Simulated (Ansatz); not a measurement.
# BOF (fluoro(oxo)borane) at PBE0/STO-3G

Aim: the electronic atomisation energy of BOF (fluoro(oxo)borane) at PBE0/STO-3G, from 4 runs. 

Program for the calculation: Ansatz 0.2.0.

53 further runs of the same task are left out: 4 that didn't finish, 49 set aside as unsound or not needed.

## Step 1: The structure to begin with

The species is BOF (3 atoms), meant as a singlet with charge 0. SMILES: `O=BF`. The coordinates come from a PBE0-D4/def2-TZVP relaxation.

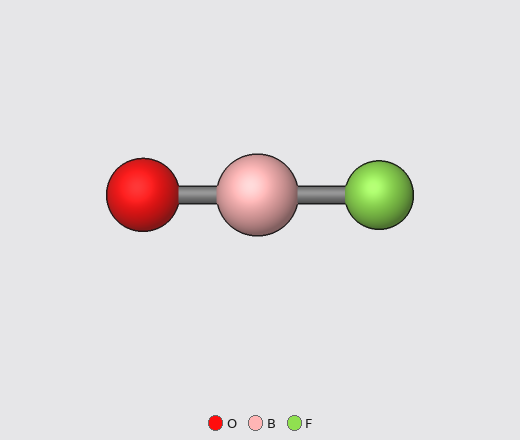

The structure, seen from a chosen angle (oxygen red, boron pink, fluorine green).

## Step 2: The energy at PBE0/STO-3G

File run.yaml:

```yaml
basis:
  gaussian: {orbitals: STO-3G}
crystal:
  periodic: [false, false, false]
  atoms:
    - {symbol: O, position_ang: [0.983100, -0.565100, 0.479900]}
    - {symbol: B, position_ang: [0.020300, -0.011600, 0.009900]}
    - {symbol: F, position_ang: [-1.003400, 0.576800, -0.489800]}
hamiltonian: {xc: {name: PBE0}}
accuracy: high
```

Command:

```sh
$ ansatz run run.yaml --threads 1 --pin off --max-ram 2610MiB --events-out events.jsonl --progress --plain --runs-dir runs
```

Output:

```text
Warning: RAYON_NUM_THREADS=1 ignored (pool sized by the plan → 1); use --threads N
Functional definition: PBE0
  name "PBE0"
  parameter a = 0.25
  parameter kappa = 0.804
  parameter beta = 0.06672455060314922
  exchange = (1 - a)*pbe_x(kappa = kappa, mu = beta*pi^2/3) + a*exact_x
  correlation = pbe_c(beta = beta)
248 factors; integrals over basis functions are off by at most 3.4e-8 eV
mean field evaluation 1: about -5358.2399 eV, gradient 2.9e1 eV
mean field evaluation 2: about -5341.7452 eV, gradient 9.1e1 eV
mean field evaluation 4: about -5361.0346 eV, gradient 2.3e0 eV
mean field evaluation 8: about -5361.0278 eV, gradient 5.5e-2 eV
mean field evaluation 16: about -5361.0278 eV, gradient 8.9e-8 eV
mean field -5361.02779817 eV, -197.0141377476 hartree, gradient 8.0e-9 eV, S^2 0.000000; 0 other end points of the search recorded, 0 dependent functions left out
reference -5361.02779908 eV, -197.0141377811 hartree; 11, 11 occupied and 4, 4 virtual orbitals, 248 factors
Total energy: -5361.02779908 eV, -197.0141377811 hartree
```

It took 0.42 s on 1 thread of Intel Xeon Platinum 8488C (Sapphire Rapids), shared host.

## Step 3: The B atom at the same level

File input.yaml:

```yaml
crystal:
  periodic: [false, false, false]
  atoms:
    - {symbol: B, position_ang: [0.000000, 0.000000, 0.000000]}
basis:
  gaussian:
    orbitals: STO-3G
magnetization:
  spin_polarized: true
  initial_magnetization: 1
hamiltonian:
  xc: pbe0
accuracy: high
```

Run the same way, it converges to -24.23604 Eh (log not shown).

## Step 4: The F atom

File run.yaml:

```yaml
crystal:
  periodic: [false, false, false]
  atoms:
    - {symbol: F, position_ang: [0.000000, 0.000000, 0.000000]}
basis:
  gaussian:
    orbitals: STO-3G
magnetization:
  spin_polarized: true
  initial_magnetization: 1
hamiltonian:
  xc: {name: PBE0}
accuracy: high
```

Run the same way, it converges to -98.20282 Eh (log not shown).

## Step 5: The O atom

File in.yaml:

```yaml
crystal:
  periodic: [false, false, false]
  atoms:
    - {symbol: O, position_ang: [0.000000, 0.000000, 0.000000]}
basis:
  gaussian:
    orbitals: STO-3G
magnetization:
  spin_polarized: true
  initial_magnetization: 2
hamiltonian:
  xc: {name: PBE0}
accuracy: high
```

Run the same way, it converges to -73.97643 Eh (log not shown).

## Step 6: Summary of results

Level: PBE0/STO-3G.

| quantity | value |
| --- | --- |
| molecule: total energy | -197.01414 Eh |
| B atom: total energy | -24.23604 Eh |
| B atom: ⟨S²⟩ | 0.750 |
| F atom: total energy | -98.20282 Eh |
| F atom: ⟨S²⟩ | 0.750 |
| O atom: total energy | -73.97643 Eh |
| O atom: ⟨S²⟩ | 2.000 |
| electronic atomisation energy | 16.295 eV |

In words: Taking the molecule apart into free atoms costs 16.30 eV (1572 kJ/mol), before zero-point energy and without spin-orbit coupling. In a minimal basis such a difference can be off by several eV, whatever the method.
